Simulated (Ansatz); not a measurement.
**InH3 (SMILES [InH3]) at CCSD/STO-3G**

What is the energy change on altering one bond length of InH3 at CCSD/STO-3G? 

The results are computed with Ansatz 0.2.0.

29 further runs of the same task are left out: 1 that didn't finish, 28 set aside as unsound or not needed.

## 1. Starting point

The species is InH3 (4 atoms), meant as a singlet with charge 0. SMILES: `[InH3]`. The coordinates come from a PBE0-D4/def2-TZVP relaxation.

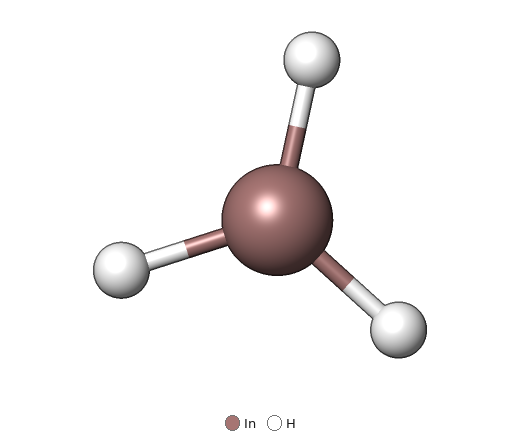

Viewed from a chosen angle; indium brown, hydrogen white.

## 2. The energy at CCSD/STO-3G

run.yaml reads:

```yaml
crystal:
  periodic: [false, false, false]
  atoms:
    - {symbol: In, position_ang: [0.013900, -0.015100, -0.005100]}
    - {symbol: H, position_ang: [0.415500, 1.516000, 0.678200]}
    - {symbol: H, position_ang: [-1.095600, -0.107300, -1.321400]}
    - {symbol: H, position_ang: [0.721800, -1.454000, 0.628000]}
basis:
  gaussian: {orbitals: STO-3G}
scf: {omitted_lower_state_checks: [cluster_reference, increment]}
correlation: {method: ccsd, frozen_orbitals: {H: 0, In: 18}}
accuracy: high
```

Launch:

```bash
$ ansatz run run.yaml --threads 1 --pin off --max-ram 2610MiB --events-out events.jsonl --progress --plain --runs-dir runs
```

Standard output:

```text
Warning: RAYON_NUM_THREADS=1 ignored (pool sized by the plan → 1); use --threads N
Functional definition: HF
  name "HF"
  exchange = exact_x
  correlation = 0
these checks for a lower state are left out or cut short: cluster_reference, increment
526 factors; integrals over basis functions are off by at most 3.8e-9 eV
mean field evaluation 1: about -154684.9641 eV, gradient 7.8e0 eV
mean field evaluation 2: about -154684.9507 eV, gradient 7.8e0 eV
mean field evaluation 4: about -154685.3574 eV, gradient 1.4e-1 eV
mean field evaluation 8: about -154685.3571 eV, gradient 9.2e-5 eV
mean field -154685.35710423 eV, -5684.5820240795 hartree, gradient 1.2e-8 eV, S^2 0.000000; 0 other end points of the search recorded, 0 dependent functions left out
18 core orbitals not correlated: weight in the atoms' cores, before any rotation towards them, 1.000 or more for the frozen orbitals, at most 0.000 for the correlated occupied ones
reference -154685.35710423 eV, -5684.5820240795 hartree; 8, 8 occupied and 4, 4 virtual orbitals, 526 factors
second order -0.92557441 eV of doubles, -0.00000000 eV of singles
cycle   1  -1.22439587 eV  change   -3.0e-1 eV  update   5.0e-2
cycle   2  -1.40191017 eV  change   -1.8e-1 eV  update   2.0e-2
cycle   3  -1.40141674 eV  change    4.9e-4 eV  update   1.7e-3
cycle   4  -1.40159910 eV  change   -1.8e-4 eV  update   5.8e-4
cycle   5  -1.40169396 eV  change   -9.5e-5 eV  update   1.5e-4
cycle   6  -1.40165646 eV  change    3.7e-5 eV  update   3.4e-5
cycle   7  -1.40166766 eV  change   -1.1e-5 eV  update   5.6e-6
cycle   8  -1.40166440 eV  change    3.3e-6 eV  update   1.2e-6
cycle   9  -1.40166434 eV  change    6.3e-8 eV  update   3.8e-7
cycle  10  -1.40166455 eV  change   -2.1e-7 eV  update   8.4e-8
cycle  11  -1.40166455 eV  change   -3.6e-9 eV  update   2.0e-8
cycle  12  -1.40166455 eV  change    6.1e-9 eV  update   1.0e-8
cycle  13  -1.40166397 eV  change    5.8e-7 eV  update   1.1e-7
cycle  14  -1.40166371 eV  change    2.6e-7 eV  update   3.8e-8
cycle  15  -1.40166369 eV  change    2.0e-8 eV  update   7.5e-9
cycle  16  -1.40166369 eV  change   -3.1e-9 eV  update   2.3e-9
cycle  17  -1.40166369 eV  change  -1.5e-10 eV  update  6.0e-10
Total energy: -154686.75876792 eV, -5684.6335342700 hartree
Checks for a lower state left out: cluster_reference, increment
```

Run time: 0.48 s. Hardware: 1 thread of Arm Neoverse V1, shared host.

## 3. The distorted shape

in.yaml reads:

```yaml
crystal:
  periodic: [false, false, false]
  atoms:
    - {symbol: In, position_ang: [0.291284, 0.007951, 0.323986]}
    - {symbol: H, position_ang: [0.692884, 1.539051, 1.007286]}
    - {symbol: H, position_ang: [-1.095600, -0.107300, -1.321400]}
    - {symbol: H, position_ang: [0.999184, -1.430949, 0.957086]}
basis:
  gaussian: {orbitals: STO-3G}
correlation: {method: ccsd, frozen_orbitals: {H: 0, In: 18}}
accuracy: high
scf: {omitted_lower_state_checks: [cluster_reference, increment]}
```

Launch:

```bash
$ ansatz run in.yaml --threads 1 --pin off --max-ram 2610MiB --events-out events.jsonl --progress --plain --runs-dir runs
```

Standard output:

```text
Warning: RAYON_NUM_THREADS=1 ignored (pool sized by the plan → 1); use --threads N
[... 4 set-up lines as earlier in the session ...]
these checks for a lower state are left out or cut short: cluster_reference, increment
525 factors; integrals over basis functions are off by at most 3.9e-9 eV
mean field evaluation 1: about -154683.3006 eV, gradient 9.0e0 eV
mean field evaluation 2: about -154683.2812 eV, gradient 8.9e0 eV
mean field evaluation 4: about -154683.8737 eV, gradient 3.0e-1 eV
mean field evaluation 8: about -154683.8739 eV, gradient 6.0e-5 eV
mean field -154683.87394930 eV, -5684.5275191413 hartree, gradient 1.7e-8 eV, S^2 0.000000; 0 other end points of the search recorded, 0 dependent functions left out
18 core orbitals not correlated: weight in the atoms' cores, before any rotation towards them, 1.000 or more for the frozen orbitals, at most 0.000 for the correlated occupied ones
reference -154683.87394930 eV, -5684.5275191413 hartree; 8, 8 occupied and 4, 4 virtual orbitals, 525 factors
second order -1.08413807 eV of doubles, -0.00000000 eV of singles
cycle   1  -1.46885328 eV  change   -3.8e-1 eV  update   6.5e-2
cycle   2  -1.72789513 eV  change   -2.6e-1 eV  update   2.7e-2
cycle   3  -1.72462478 eV  change    3.3e-3 eV  update   2.3e-3
cycle   4  -1.72488941 eV  change   -2.6e-4 eV  update   8.2e-4
cycle   5  -1.72517491 eV  change   -2.9e-4 eV  update   2.5e-4
cycle   6  -1.72504617 eV  change    1.3e-4 eV  update   7.3e-5
cycle   7  -1.72509849 eV  change   -5.2e-5 eV  update   1.2e-5
cycle   8  -1.72508949 eV  change    9.0e-6 eV  update   3.2e-6
cycle   9  -1.72508935 eV  change    1.4e-7 eV  update   9.0e-7
cycle  10  -1.72508996 eV  change   -6.0e-7 eV  update   2.6e-7
cycle  11  -1.72509000 eV  change   -3.9e-8 eV  update   7.5e-8
cycle  12  -1.72508995 eV  change    4.9e-8 eV  update   2.7e-8
cycle  13  -1.72508998 eV  change   -3.7e-8 eV  update   1.7e-8
cycle  14  -1.72508901 eV  change    9.8e-7 eV  update   2.6e-7
cycle  15  -1.72508838 eV  change    6.3e-7 eV  update   1.1e-7
cycle  16  -1.72508835 eV  change    2.8e-8 eV  update   1.8e-8
cycle  17  -1.72508838 eV  change   -3.1e-8 eV  update   7.7e-9
cycle  18  -1.72508838 eV  change  -4.2e-10 eV  update   2.0e-9
Total energy: -154685.59903769 eV, -5684.5909149701 hartree
Checks for a lower state left out: cluster_reference, increment
```

Run time: 0.5 s. Hardware: 1 thread of Arm Neoverse V1, shared host.

## 4. Summary of results

Level: CCSD/STO-3G, 18 core orbitals frozen.

| quantity | value |
| --- | --- |
| first shape: total energy | -5684.63353 Eh |
| first shape: correlation energy (18 core orbitals frozen) | -51.5 mEh |
| first shape: T1 diagnostic | 0.005 |
| distorted shape: total energy | -5684.59091 Eh |
| distorted shape: correlation energy (18 core orbitals frozen) | -63.4 mEh |
| distorted shape: T1 diagnostic | 0.006 |
| energy change with the In1–H3 bond stretched from 1.724 to 2.155 Å | 1.160 eV |

In words: With the In1–H3 bond stretched from 1.724 to 2.155 Å the energy rises by 1.16 eV (112 kJ/mol). The first shape isn't relaxed at this level, so the change isn't measured from a minimum. The minimal basis adds a large error of its own. Relativity is left out (first shape) although the molecule holds a heavy atom. Relativity is left out (distorted shape) although the molecule holds a heavy atom.
